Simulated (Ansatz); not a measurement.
# triplet C2H4S at 6 levels

Wanted: a comparison of 6 runs (UHF/3-21G, U-revPBE/aug-cc-pVDZ, UBHLYP/aug-cc-pVDZ, USVWN5/aug-cc-pVDZ, UMP2/aug-cc-pVDZ, UCCSD(T)/aug-cc-pVDZ) of triplet C2H4S. 

The results are computed with Ansatz 0.2.0.

45 further runs of the same task are left out: 45 set aside as unsound or not needed.

## Step 1: The structure to begin with

C2H4S has 7 atoms, charge 0, and is taken as a triplet. SMILES of the parent species: `C1CS1`. Geometry: relaxed at PBE0-D4/def2-TZVP. That shape belongs to the parent species and isn't relaxed for this state.

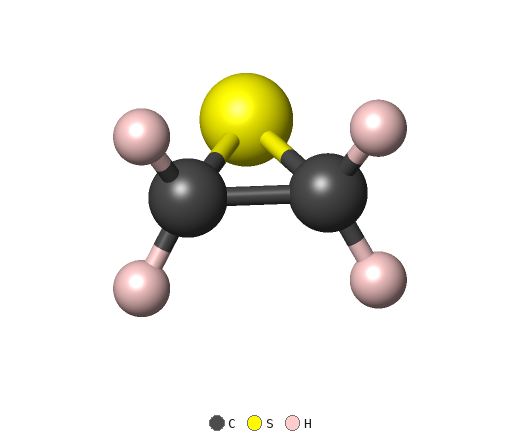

The structure, seen from a chosen angle (carbon dark grey, sulfur yellow, hydrogen pink).

## Step 2: The energy at UHF/3-21G (run 1)

Input file in.yaml:

```yaml
crystal:
  periodic: [false, false, false]
  atoms:
    - {symbol: C, position_ang: [-0.515770, 0.123480, -0.520180]}
    - {symbol: C, position_ang: [0.600760, -0.036080, 0.435470]}
    - {symbol: S, position_ang: [-0.898110, -0.923600, 0.895080]}
    - {symbol: H, position_ang: [-0.448740, -0.388430, -1.473330]}
    - {symbol: H, position_ang: [-1.032050, 1.076250, -0.547280]}
    - {symbol: H, position_ang: [0.855300, 0.806520, 1.068140]}
    - {symbol: H, position_ang: [1.438610, -0.658150, 0.142080]}
basis:
  gaussian:
    orbitals: 3-21G.json
magnetization:
  spin_polarized: true
  initial_magnetization: 2
hamiltonian:
  xc: hf
accuracy: high
output: {orbitals: {seedname: orbitals}}
```

The basis set 3-21G is read from a file made from the Basis Set Exchange's data (not shown).

Command:

```bash
ansatz run in.yaml --threads 1 --pin off --max-ram 3480MiB --events-out events.jsonl --progress --plain --runs-dir runs
```

The log of the run:

```text
Warning: RAYON_NUM_THREADS=1 ignored (pool sized by the plan → 1); use --threads N
Functional definition: HF
  name "HF"
  exchange = exact_x
  correlation = 0
926 factors; integrals over basis functions are off by at most 6.5e-9 eV
mean field evaluation 1: about -12868.5711 eV, gradient 1.2e1 eV
mean field evaluation 2: about -12868.9618 eV, gradient 1.2e1 eV
mean field evaluation 4: about -12870.0159 eV, gradient 1.7e0 eV
mean field evaluation 8: about -12870.0574 eV, gradient 2.5e-3 eV
mean field evaluation 16: about -12870.0574 eV, gradient 1.4e-8 eV
mean field evaluation 32: about -12870.0531 eV, gradient 9.8e-2 eV
mean field evaluation 64: about -12869.4879 eV, gradient 3.5e0 eV
mean field -12870.05743648 eV, -472.9658871524 hartree, gradient 2.4e-8 eV, S^2 2.032315; 0 other end points of the search recorded, 0 dependent functions left out
reference -12870.05743648 eV, -472.9658871524 hartree; 17, 15 occupied and 22, 24 virtual orbitals, 926 factors
Total energy: -12870.05743648 eV, -472.9658871524 hartree
```

Run time: 0.6 s. Hardware: 1 thread of Arm Neoverse V2, shared host; peak memory 0.1 GiB.

## Step 3: A single-point energy at U-revPBE/aug-cc-pVDZ (run 2)

in.yaml, as its differences from that of step 2:

```diff
@@ -1 +1,3 @@
+basis:
+  gaussian: {orbitals: aug-cc-pVDZ}
 crystal:
@@ -10,11 +12,5 @@
     - {symbol: H, position_ang: [1.438610, -0.658150, 0.142080]}
-basis:
-  gaussian:
-    orbitals: 3-21G.json
-magnetization:
-  spin_polarized: true
-  initial_magnetization: 2
-hamiltonian:
-  xc: hf
+hamiltonian: {xc: {name: revPBE}}
 accuracy: high
 output: {orbitals: {seedname: orbitals}}
+magnetization: {spin_polarized: true, initial_magnetization: 2}
```

Command:

```bash
ansatz run in.yaml --threads 1 --pin off --max-ram 3480MiB --events-out events.jsonl --progress --plain --runs-dir runs
```

The log of the run:

```text
Warning: RAYON_NUM_THREADS=1 ignored (pool sized by the plan → 1); use --threads N
Functional definition: revPBE
  name "revPBE"
  parameter kappa = 1.245
  parameter beta = 0.06672455060314922
  exchange = pbe_x(kappa = kappa, mu = beta*pi^2/3)
  correlation = pbe_c(beta = beta)
2145 factors; integrals over basis functions are off by at most 3.9e-9 eV
mean field evaluation 1: about -12951.5041 eV, gradient 5.6e1 eV
mean field evaluation 2: about -12872.5604 eV, gradient 1.2e2 eV
mean field evaluation 4: about -12966.8327 eV, gradient 8.1e0 eV
mean field evaluation 8: about -12967.3078 eV, gradient 2.7e-1 eV
mean field evaluation 16: about -12967.3083 eV, gradient 3.3e-5 eV
mean field evaluation 32: about -12966.8067 eV, gradient 4.8e0 eV
mean field -12967.30830701 eV, -476.5397907255 hartree, gradient 4.4e-8 eV, S^2 2.002940; 8 other end points of the search recorded, 0 dependent functions left out
reference -12967.30831237 eV, -476.5397909224 hartree; 17, 15 occupied and 92, 94 virtual orbitals, 2145 factors
Total energy: -12967.30831237 eV, -476.5397909224 hartree
```

Wall time 17 s (1 thread of Arm Neoverse V2, shared host); peak memory 0.4 GiB.

Runs 3 to 5 aren't shown in full; the table further down has their settings and results.

## Step 4: The energy at UCCSD(T)/aug-cc-pVDZ (run 6)

Input file in.yaml:

```yaml
crystal:
  periodic: [false, false, false]
  atoms:
    - symbol: C
      position_ang: [-0.515770, 0.123480, -0.520180]
    - symbol: C
      position_ang: [0.600760, -0.036080, 0.435470]
    - symbol: S
      position_ang: [-0.898110, -0.923600, 0.895080]
    - symbol: H
      position_ang: [-0.448740, -0.388430, -1.473330]
    - symbol: H
      position_ang: [-1.032050, 1.076250, -0.547280]
    - symbol: H
      position_ang: [0.855300, 0.806520, 1.068140]
    - symbol: H
      position_ang: [1.438610, -0.658150, 0.142080]
basis:
  gaussian: {orbitals: aug-cc-pVDZ}
magnetization: {spin_polarized: true, initial_magnetization: 2}
scf: {omitted_lower_state_checks: [cluster_reference, increment]}
accuracy: high
correlation: {method: ccsd_t, frozen_orbitals: {C: 1, H: 0, S: 5}}
```

Command:

```bash
ansatz run in.yaml --threads 1 --pin off --max-ram 3480MiB --events-out events.jsonl --progress --plain --runs-dir runs
```

The log of the run:

```text
Warning: RAYON_NUM_THREADS=1 ignored (pool sized by the plan → 1); use --threads N
[... 14 lines left out ...]
7 core orbitals not correlated: weight in the atoms' cores, before any rotation towards them, 1.000 or more for the frozen orbitals, at most 0.000 for the correlated occupied ones
[... 32 lines left out ...]
Total energy: -12949.44278162 eV, -475.8832447771 hartree
Checks for a lower state left out: cluster_reference, increment
```

It took 91 s on 1 thread of Arm Neoverse V2, shared host; peak memory 1.8 GiB.

## Step 5: All runs side by side

```
run                 level  frozen core orbitals  energy (Eh)  HOMO energy (eV)   ⟨S²⟩  wall time
  1             UHF/3-21G                     –  -472.965887             -4.17  2.032      0.6 s
  2  U-revPBE/aug-cc-pVDZ                     –  -476.539791             -1.52  2.003       17 s
  3    UBHLYP/aug-cc-pVDZ                     –  -476.567603             -3.04  2.011       16 s
  4    USVWN5/aug-cc-pVDZ                     –  -474.512214             -1.57  2.001        9 s
  5      UMP2/aug-cc-pVDZ                     7  -475.826122                 –  2.033       10 s
  6  UCCSD(T)/aug-cc-pVDZ                     7  -475.883245                 –  2.033       91 s
```

## Step 6: Outcome

```
                                          quantity          value
                               run 6: total energy  -475.88324 Eh
run 6: correlation energy (7 core orbitals frozen)     -469.9 mEh
                             run 6: (T) correction     -17.25 mEh
          run 6: ⟨S²⟩ of the reference determinant          2.033
                              run 6: T1 diagnostic          0.018
```

What this shows: Totals of different functionals can't be ranked against each other. All runs together took 2.4 min, the longest 91 s.
